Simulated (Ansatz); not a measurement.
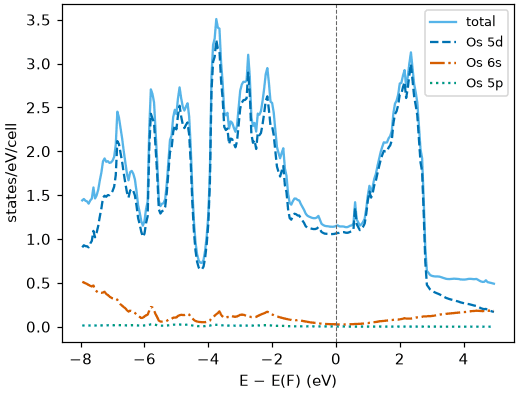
Total and projected density of states of Os (hcp (Mg type), P6_3/mmc), DFT-r²SCAN+D4 in the program Ansatz with PAW potentials

**Question.** Which orbitals carry the states next to the Fermi level?

**Answer.** Within 0.5 eV of the Fermi level: Os 5d 93 %. Projections are on Löwdin-orthogonalised atomic valence shells; empty p or d shells of many metals are not among them.

**Question.** Where is the tallest occupied peak in this window, and what makes it?

**Answer.** Near -3.8 eV, about 3.5 states/eV per cell; the largest projected share is Os 5d.

The r²SCAN+D4 relaxation kept the symmetry of its start. No spin polarisation was allowed. The pairwise dispersion correction was not fitted to metals. Spin–orbit coupling is left out wherever it is not named.

Potentials: the later of the program's two PAW sets.
